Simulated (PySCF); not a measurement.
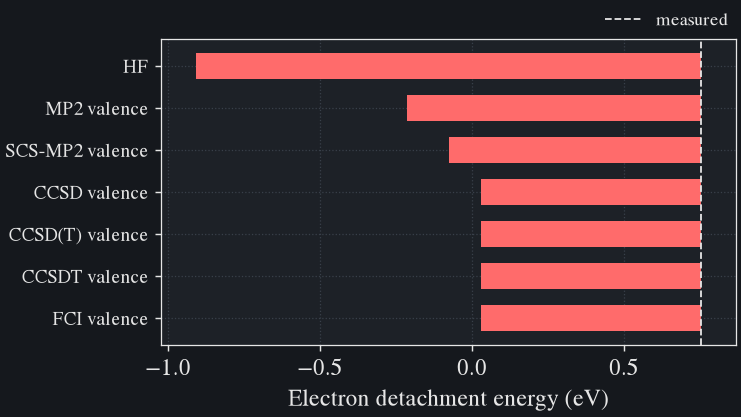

The electron detachment energy of H⁻ (1s² → 1s) across levels of theory. PySCF, def2-TZVPPD, non-relativistic, unrestricted single determinants, no spin-orbit coupling. Methods marked “valence” freeze no core electrons.

> Which methods come out highest, lowest and best?

The values run from −0.906 eV (HF) to 0.029 eV (CCSD valence, CCSD(T) valence, CCSDT valence and FCI valence). The measured value is 0.754 eV; nearest to it come CCSD valence (−0.725) and FCI valence (−0.725), furthest HF (−1.661 eV).

```
         Method  Electron detachment energy (eV)
             HF                           −0.906
    MP2 valence                           −0.213
SCS-MP2 valence                           −0.074
   CCSD valence                            0.029
CCSD(T) valence                            0.029
  CCSDT valence                            0.029
    FCI valence                            0.029
```
